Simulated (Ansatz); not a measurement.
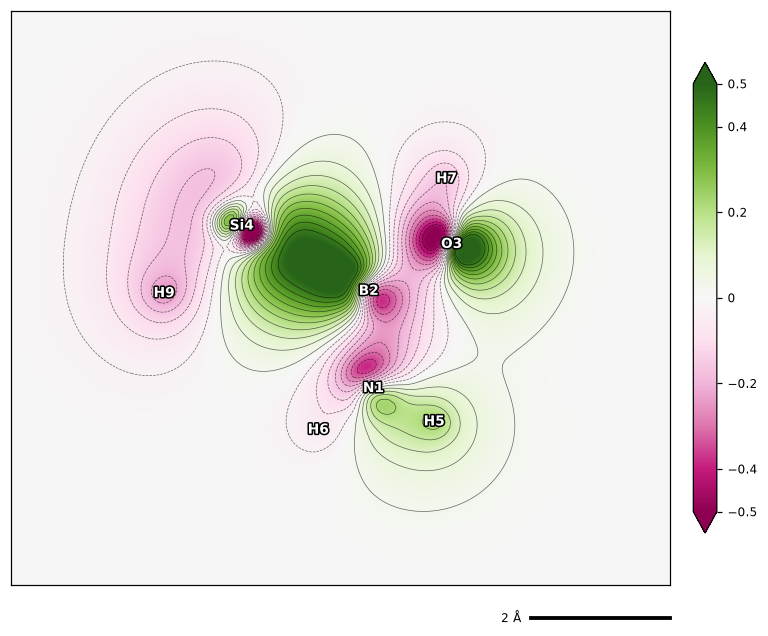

Figure 1: BH6NOSi. The HOMO on the plane of atoms N1, B2 and O3 (values in Å⁻³ᐟ²; the overall sign is arbitrary).

Level of theory: Ansatz 0.2.0, RHF/6-31G*.

| atom | x (Å) | y (Å) | z (Å) |
| --- | --- | --- | --- |
| N | -0.3016 | 1.5591 | -0.6024 |
| B | 0.3732 | 0.3531 | -0.3729 |
| O | 1.6010 | 0.2117 | -0.9624 |
| Si | -0.4859 | -1.1020 | 0.8008 |
| H | 0.0939 | 2.2793 | -1.1683 |
| H | -1.1963 | 1.7785 | -0.2299 |
| H | 2.0359 | -0.6088 | -0.7919 |
| H | -0.6833 | -2.3622 | 0.0437 |
| H | -1.8072 | -0.6742 | 1.3177 |
| H | 0.3702 | -1.4345 | 1.9657 |

What is the character of this orbital?

Answer. Its weight (Hirshfeld) is mainly on Si4 (about 35 %), B2 (about 30 %) and O3 (about 10 %). Its energy is −10.89 eV.
